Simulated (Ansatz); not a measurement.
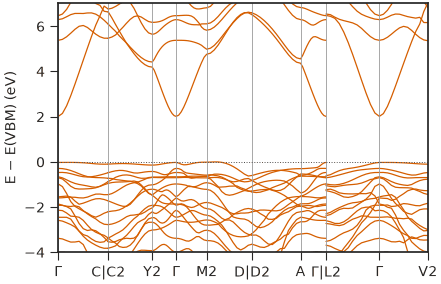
Fig. 1. Band structure from plane-wave PAW PBE (Ansatz code)

Problem. Read off the gap and where the band edges lie.

Solution. About 2.0 eV (2.01 eV by a search for the band edges); maximum on the M2–D line, 19 % of the way from M2, minimum at Γ.

The material is Ga2O3 in space group C2/m (No. 12; Pearson symbol mS20).

Symmetry was held in the PBE relaxation. Scalar-relativistic: spin–orbit coupling is off unless named, which matters more the heavier the elements.

Potentials: the earlier of the program's two PAW sets.
